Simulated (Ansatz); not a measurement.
**Fields on a plane of ScPt3 (Cu3Au type)**

```xyz
4
Lattice="3.9224 0.0000 0.0000 0.0000 3.9224 0.0000 0.0000 0.0000 3.9224" Properties=species:S:1:pos:R:3 pbc="T T T"
Sc     0.0000     0.0000     0.0000
Pt     1.9612     1.9612     0.0000
Pt     0.0000     1.9612     1.9612
Pt     1.9612     0.0000     1.9612
```

The slice is a {100} plane (indices of the conventional cell) through the point (0.500, 0.000, 0.500) (fractional), spanned by u = [100] and v = [010] in vectors of this cell: u (3.92 Å) and v (3.92 Å, at 90° to u). It covers one period; positions are fractions (u, v).

Atoms on it: Pt at (0.50, 0.50); Pt at (0.00, 0.00).

The numbers are results of LDA (plane waves to 420 eV, PAW, scalar-relativistic; Ansatz, a program for electronic structure), not measurements. k mesh 12×12×12. Near the nuclei the fields are pseudised (PAW); where an atom keeps semicore shells as valence, they peak there. ScPt3 is run without spin polarisation. ScPt3 was relaxed with its symmetry unable to fall. Spin-orbit coupling is left out, though Pt is heavy.

```
v \ u  0.00  0.08  0.17  0.25  0.33  0.42  0.50  0.58  0.67  0.75  0.83  0.92
-----  ----  ----  ----  ----  ----  ----  ----  ----  ----  ----  ----  ----
0.88      x     x     x  <7.0  12.1  13.3  13.3  13.3  12.1  <7.0     x     x
0.75      x  <7.0   8.4  10.5   8.3  <7.0     x  <7.0   8.3  10.5   8.4  <7.0
0.62   13.9  13.7  12.4  <7.0     x     x     x     x     x  <7.0  12.4  13.7
0.50   15.4  14.8  11.9     x     x     x     x     x     x     x  11.9  14.8
0.38   13.9  13.7  12.4  <7.0     x     x     x     x     x  <7.0  12.4  13.7
0.25      x  <7.0   8.4  10.5   8.3  <7.0     x  <7.0   8.3  10.5   8.4  <7.0
0.12      x     x     x  <7.0  12.1  13.3  13.3  13.3  12.1  <7.0     x     x
0.00      x     x     x     x  11.5  14.2  14.6  14.2  11.5     x     x     x
```

Values: electrostatic potential energy of an electron, from the cell's mean, in eV. Points within 1 Å of a nucleus are blanked (x), as the pseudised field means little there. Values under 7 eV are set to 7. The zero, the cell's mean, hangs on the PAW cores.

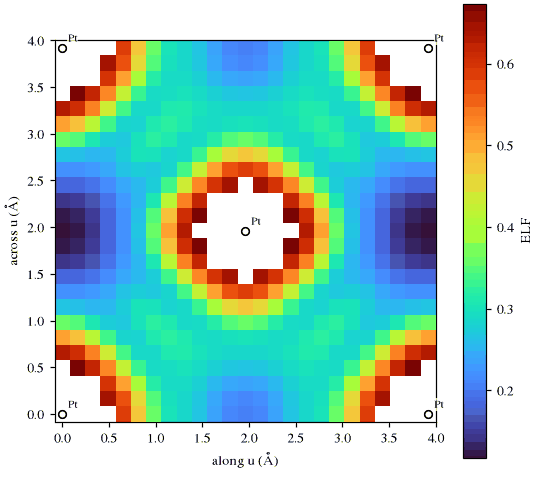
Figure: Electron localisation function (ELF), one period of the plane, atoms marked. Points within 0.5 Å of a nucleus are left white, as the pseudised field means little there.

* **Density on the Pt–Pt line (2.77 Å) at its midpoint**: 0.40 e/Å³
* **ELF at that point**: 0.32
